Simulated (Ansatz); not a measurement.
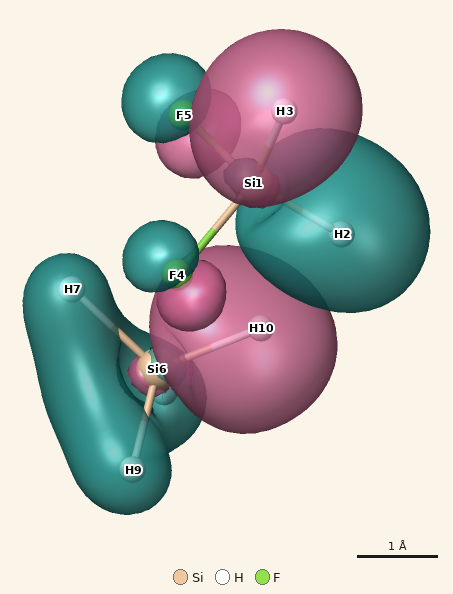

The picture shows: F₂H₂Si···SiH₄. The HOMO at ±0.08 Å⁻³ᐟ² (teal and pink are the two phases), seen at an oblique angle.

Not at a stationary point (largest force 0.8 eV/Å).

Method: Ansatz 0.2.0, RKS PBE/def2-SVP.

```xyz
10

Si    0.3993   -0.0726   -0.0919
H     0.4993    0.0896    1.3660
H     1.6862    0.0372   -0.8434
F    -0.6053    1.0717   -0.6811
F    -0.2542   -1.5299   -0.4127
Si   -2.7411    0.0847    1.2835
H    -2.8420   -0.6570   -0.0143
H    -3.5242   -0.6571    2.3328
H    -3.3016    1.4686    1.1321
H    -1.3357    0.1648    1.7297
```

Where does this orbital lie, and at what energy?

It lies mainly on Si6 (about 20 %), Si1 (about 20 %), H2 (about 15 %), H10 (about 15 %) and H3 (about 10 %). Its energy is −7.92 eV.
